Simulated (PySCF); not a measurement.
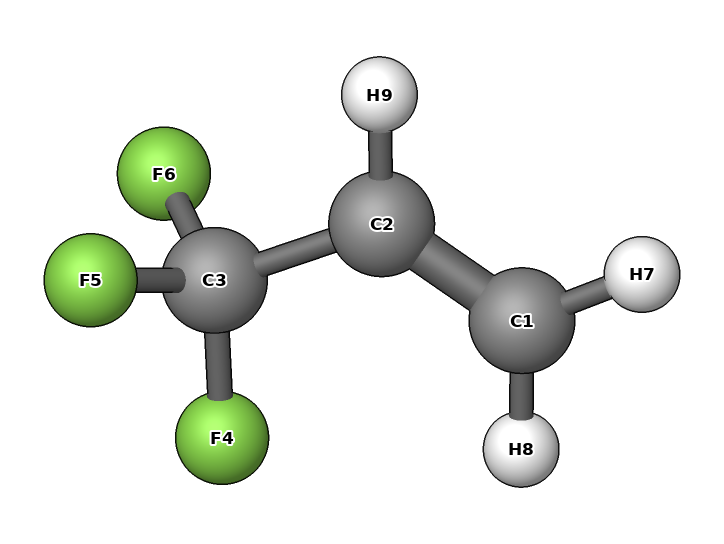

The thickness of each stick grows with its Mayer bond order. The geometry was computed by an optimisation with PBE0-D3(BJ)/def2-SVP. No frequency run is at hand to confirm it as a minimum. Level of theory: PBE0/pcSseg-1 (PySCF 2.14.0).

### Which bond has the highest Mayer bond order?

C1–C2, 1.96, at a length of 1.329 Å.

List the Mayer bond orders of C1–C2, C1–H7, C1–H8, C2–C3, C2–H9, C3–F4, C3–F5 (one bond of each equivalent set).

| bond | Mayer order | length (Å) |
| --- | --- | --- |
| C1–C2 | 1.96 | 1.329 |
| C1–H7 | 0.95 | 1.092 |
| C1–H8 | 0.95 | 1.093 |
| C2–C3 | 1.01 | 1.495 |
| C2–H9 | 0.93 | 1.094 |
| C3–F4 | 1.02 | 1.333 |
| C3–F5 | 1.00 | 1.338 |
